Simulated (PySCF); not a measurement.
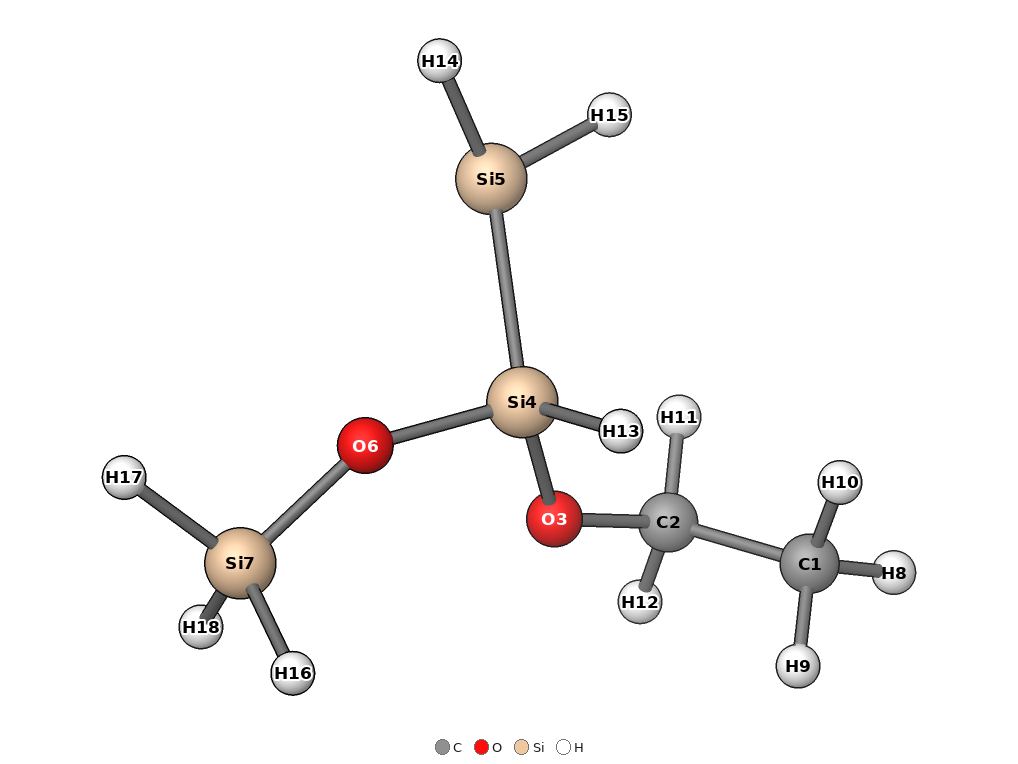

The species is neutral and a spin doublet. Computed geometry: GFN2-xTB optimisation. No frequency run is at hand to confirm it as a minimum. Computed with UKS B3LYP, pcH-1 on C H O Si, non-relativistic (PySCF 2.14.0). Fermi-contact and spin-dipolar terms alone, no spin-orbit part.

### Which nucleus has the largest dipolar (anisotropic) hyperfine coupling?

29Si at Si5: principal values −175.9, 86.8, 89.1 MHz.

List the isotropic and dipolar parts for the most strongly coupled nuclei, one of each equivalent set.

```json
{"atom": "Si5", "isotope": "29Si", "a_iso (MHz)": "−339.6", "dipolar part (MHz)": "−175.9, 86.8, 89.1"}
{"atom": "H15", "isotope": "1H", "a_iso (MHz)": "−6.5", "dipolar part (MHz)": "−10.4, 2.1, 8.4"}
{"atom": "H14", "isotope": "1H", "a_iso (MHz)": "−4.0", "dipolar part (MHz)": "−10.4, 2.2, 8.2"}
{"atom": "Si4", "isotope": "29Si", "a_iso (MHz)": "2.1", "dipolar part (MHz)": "−9.7, 3.3, 6.4"}
{"atom": "H11", "isotope": "1H", "a_iso (MHz)": "0.1", "dipolar part (MHz)": "−1.9, −1.4, 3.4"}
{"atom": "H13", "isotope": "1H", "a_iso (MHz)": "54.3", "dipolar part (MHz)": "−2.5, −0.2, 2.7"}
{"atom": "H10", "isotope": "1H", "a_iso (MHz)": "0.0", "dipolar part (MHz)": "−0.9, −0.8, 1.7"}
{"atom": "H12", "isotope": "1H", "a_iso (MHz)": "−0.1", "dipolar part (MHz)": "−0.8, −0.7, 1.5"}
```

The geometry is semi-empirical. Around Si such bond lengths and angles can be off by a tenth of an ångström or more and by several degrees, and values that hang on the shape move with them.
